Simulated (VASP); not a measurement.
Band structure of TeRu (space group P-6m2). Calculation: PBE GGA, VASP's PBE PAW potentials (set 64) (plane waves; VASP).

Unless said otherwise, spin-orbit coupling is left out, though it shifts the bands of the heavy elements here.

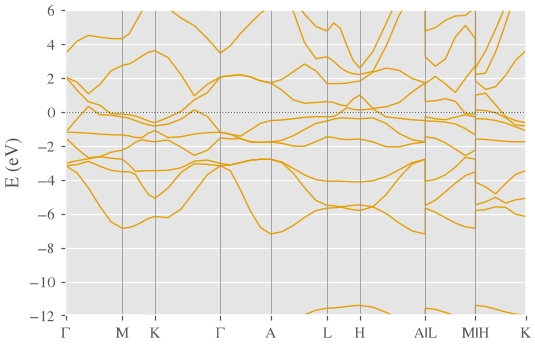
Figure: Bands along high-symmetry lines, zero at the valence-band maximum or, without a gap, the Fermi level

### Question
Read the plot: is there a gap, and where are the band edges?

### Answer
It has no gap at this level: it comes out as a metal or semimetal.

The structure was generated: TeRu was put into an ordered model structure, which need not be its known phase. The cell was not relaxed at this level. The k-mesh is coarse (spacing up to 0.40 per Å, 2π included), so the numbers may not be converged in it.
